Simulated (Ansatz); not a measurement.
# Single-point calculation of C3H4Zn

- system: C3H4Zn, SMILES C=C=[CH][ZnH]
- method: RKS PBE0-D4/def2-TZVPP (Ansatz 0.2.0)

The geometry comes from this level: PBE0-D4/def2-TZVP.

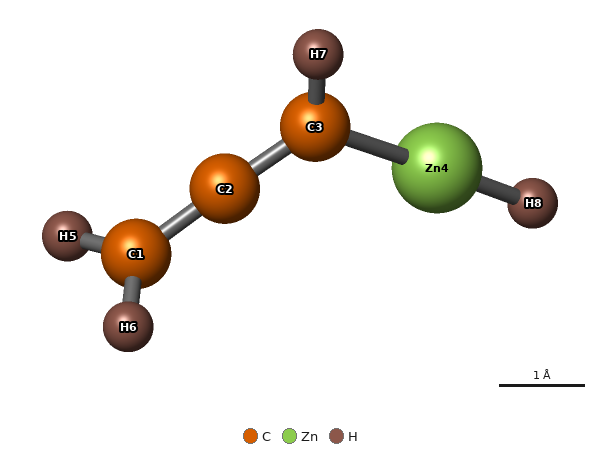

Figure 1. The structure (ball-and-stick view, seen at a tilt; atoms are numbered from 1 in the order of the input). Sticks mark near contacts. Bond lengths as drawn: C–C 1.30 to 1.31 Å, C–H 1.08 to 1.09 Å, C–Zn 1.93 Å and H–Zn 1.54 Å.

## Summary

| quantity | value |
| --- | --- |
| outcome | converged |
| total energy | −51584.4222 eV |
| mean-field energy | −51584.3019 eV |
| dispersion energy | −0.1203 eV |
| SCF solution under orbital rotations | stable |
| HOMO | −6.85 eV |
| LUMO | −0.76 eV |
| hardware | 2 threads of AMD EPYC, 23 GiB of memory available, shared host |
| wall time | 3.7 s (CPU time 6.9 s) |
| peak memory | 0.49 GiB |

## Input file
```yaml
crystal:
  periodic: [false, false, false]
  atoms:
    - {symbol: C, position_ang: [-0.484470, 1.665671, -0.284038]}
    - {symbol: C, position_ang: [0.232721, 0.589887, -0.102393]}
    - {symbol: C, position_ang: [0.894269, -0.512796, 0.084031]}
    - {symbol: Zn, position_ang: [-0.112397, -2.130647, 0.366569]}
    - {symbol: H, position_ang: [-0.788024, 1.975268, -1.278046]}
    - {symbol: H, position_ang: [-0.779845, 2.289764, 0.552207]}
    - {symbol: H, position_ang: [1.981889, -0.474287, 0.072565]}
    - {symbol: H, position_ang: [-0.944144, -3.402850, 0.589095]}
basis:
  gaussian: {orbitals: def2-TZVPP}
hamiltonian: {xc: pbe0, dispersion: d4}
output: {orbitals: {seedname: orbitals}}
```

Launch command:
```bash
ansatz run in.yaml --threads 2 --pin off --events-out ev --progress --plain --max-ram 4352MiB
```

## Output
```
Functional definition: PBE0
  name "PBE0"
  cite "Adamo & Barone, J. Chem. Phys. 110, 6158 (1999) doi:10.1063/1.478522"
  cite "Perdew, Burke & Ernzerhof, Phys. Rev. Lett. 77, 3865 (1996) doi:10.1103/PhysRevLett.77.3865"
  parent pbe
  parameter a = 0.25
  parameter kappa = 0.804
  parameter beta = 0.06672455060314922
  exchange = (1 - a)*pbe_x(kappa = kappa, mu = beta*pi^2/3) + a*exact_x
  correlation = pbe_c(beta = beta)
1360 factors; their error is unknown
mean field evaluation 1: about -51575.3874 eV, gradient 6.6e1 eV
mean field evaluation 2: about -51562.3445 eV, gradient 1.1e2 eV
mean field evaluation 4: about -51584.1017 eV, gradient 8.1e0 eV
mean field evaluation 8: about -51584.2159 eV, gradient 1.5e-1 eV
mean field evaluation 16: about -51584.3019 eV, gradient 3.3e-4 eV
mean field -51584.30185912 eV, -1895.6881282271 hartree, gradient 2.9e-5 eV, S^2 0.000000; 0 other end points of the search recorded, 0 dependent functions left out
reference -51584.30189377 eV, -1895.6881295003 hartree; 26, 26 occupied and 187, 187 virtual orbitals, 1360 factors
Total energy: -51584.42218550 eV, -1895.6925501399 hartree
```

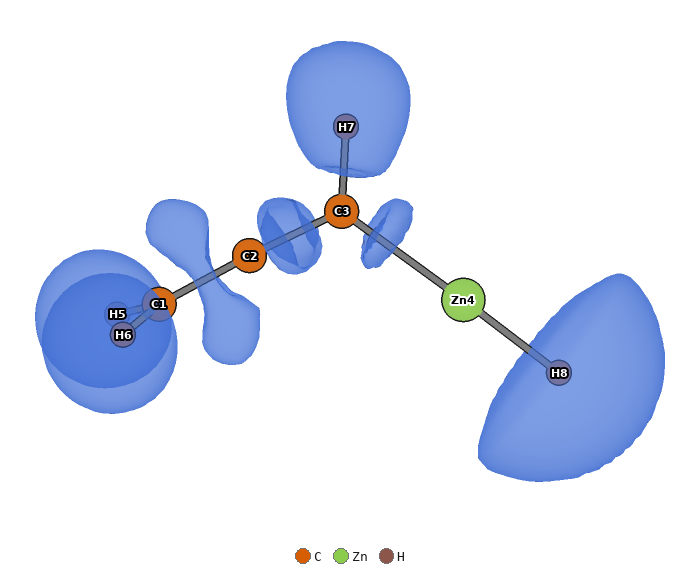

Figure 2. Isosurface of the electron localisation function at 0.8 (blue), seen at a tilt. Core shells and regions of very low density are left out. The ELF exceeds this value in two regions between bonded C–C atoms (shared pairs), four regions around hydrogen nuclei and one lobe of the valence shell of C pointing towards Zn. Profiles from the grid: C–C (1.30 Å): the ELF peaks at about 0.90 between the atoms; a double or triple bond. C–Zn (1.93 Å): the ELF peaks at about 0.90 in the valence shell of C, 0.7 Å from its nucleus, and is about 0.40 at the midpoint.

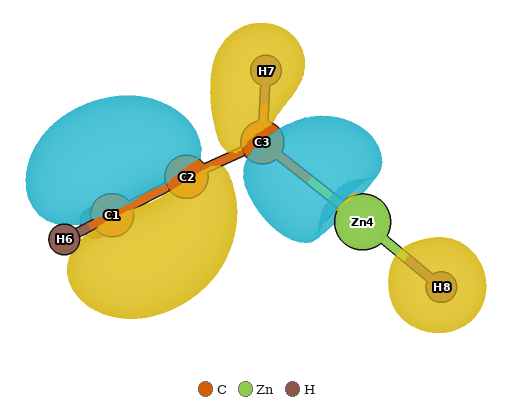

Figure 3. One frontier orbital at ±0.1 Å⁻³ᐟ² (yellow and cyan are the two phases), seen at a tilt. The HOMO, at −6.85 eV. It lies mainly on C1 (40 %), C2 (20 %), C3 (15 %) and Zn4 (10 %).

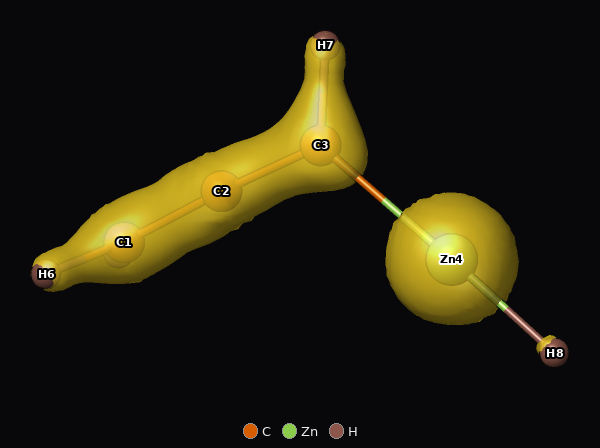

Figure 4. Isosurface of the electron density at 1.5 e/Å³ (yellow), seen at a tilt. At this value the surface falls into three separate pieces. It is pinched off along the C–Zn (1.93 Å) and Zn–H (1.54 Å) contacts. On the grid the lowest density along these lines, outside the cores, is 2.4 e/Å³ (C–C, 1.30 Å), 0.78 e/Å³ (C–Zn, 1.93 Å), 1.9 e/Å³ (C–H, 1.08 Å) and 0.8 e/Å³ (Zn–H, 1.54 Å).

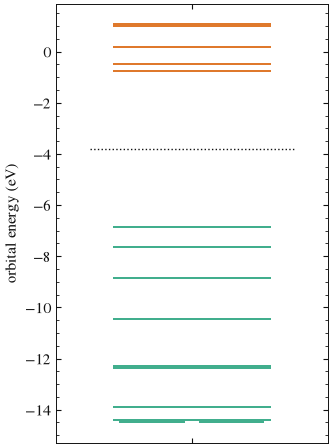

Figure 5. Orbital energies near the frontier; the dotted line parts filled from empty levels, and levels within 0.02 eV of each other stand side by side. Highest filled −6.85 eV, lowest empty −0.76 eV, 6.09 eV apart.
